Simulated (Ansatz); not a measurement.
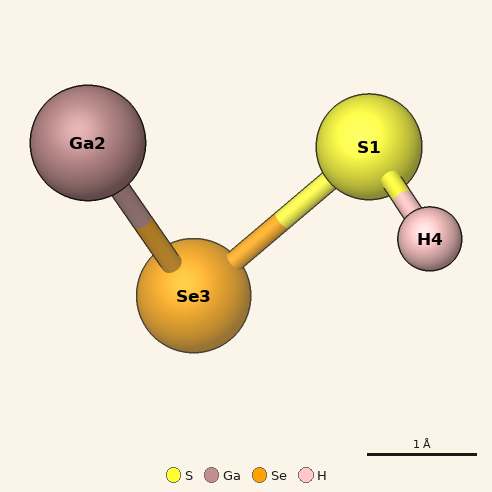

Orthographic view. Depth is shown by fading: the farther an atom, the more it takes the colour of the background. Computed geometry: PBE-D4/def2-SVP optimisation. No frequency run is at hand to confirm it as a minimum.

Give the distance matrix in Å.

| atom | S1 | Ga2 | Se3 | H4 |
| --- | --- | --- | --- | --- |
| S1 | 0.00 |  |  |  |
| Ga2 | 2.78 | 0.00 |  |  |
| Se3 | 2.27 | 2.52 | 0.00 |  |
| H4 | 1.37 | 3.27 | 2.84 | 0.00 |
